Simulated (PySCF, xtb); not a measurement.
Dissociation curve of CHN, SMILES C#N. The C1–N3 bond (C1 also carries H; N3 carries nothing else) is stretched with both fragments frozen at the PBE0/def2-TZVP optimised geometry.

```
3

C      0.0000     0.0000     0.0000
H      0.0000     0.0000    -1.0687
N      0.0000     0.0000     1.1456
```

Levels: RKS-B3LYP/6-31G* = restricted B3LYP/6-31G*, spherical d in PySCF; GFN1-xTB (xtb); UCCSD = CCSD on UHF/cc-pVDZ, 2 core orbitals frozen (PySCF 2.14.0); NEVPT2 = SC-NEVPT2 on CASSCF(6,6)/cc-pVDZ, all electrons correlated (PySCF 2.14.0).

Energies are in mEh, each relative to the lowest point of its own curve near equilibrium.

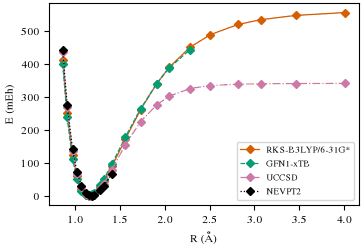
Fig. 1. Energy against bond length for each method.

```
R / Å  RKS-B3LYP/6-31G*  GFN1-xTB  UCCSD  NEVPT2
-----  ----------------  --------  -----  ------
0.86              411.9     401.2  435.7   442.8
0.91              250.8     237.6  269.0   275.8
0.97              124.0     112.0  136.4   142.3
1.02               59.1      50.0   67.4    72.2
1.07               21.2      15.6   25.9    29.6
1.12                3.3       1.4    5.0     7.2
1.15                0.0       0.0    0.0     1.2
1.19                2.2       4.5    0.2     0.0
1.21                5.7       9.0    2.9     1.7
1.28               27.1      32.9   21.7    17.1
1.32               43.9      50.7   37.3    30.4
1.41               89.1      96.6   79.6    67.4
1.56              172.1     178.1  154.9       —
1.73              261.2     263.8  225.3       —
1.91              340.4     340.2  276.0       —
2.05              389.9     387.8  301.9       —
2.28              450.0     443.1  325.4       —
2.51              489.0         —  334.5       —
2.82              519.7         —  338.6       —
3.07              534.1         —  339.7       —
3.46              547.0         —  340.5       —
4.01              555.8         —  340.9       —
```

At the longest distance, 4.01 Å, RKS-B3LYP/6-31G* lies highest above its minimum (555.8 mEh) and UCCSD lowest (340.9 mEh).

Dashes: no converged value, or the column stops at the first point that the program doubted or that broke a chosen test of continuity, which isn't proof of a fault.

The restricted form behind RKS-B3LYP/6-31G* keeps the bonding electrons paired and can't separate into open-shell fragments. The unrestricted solution behind UCCSD changes between 1.41 and 1.56 Å, which can leave a kink. The unrestricted determinant behind UCCSD is spin-contaminated at 1.21 to 4.01 Å (<S²> up to 3.0, against 0.00 for a pure singlet).
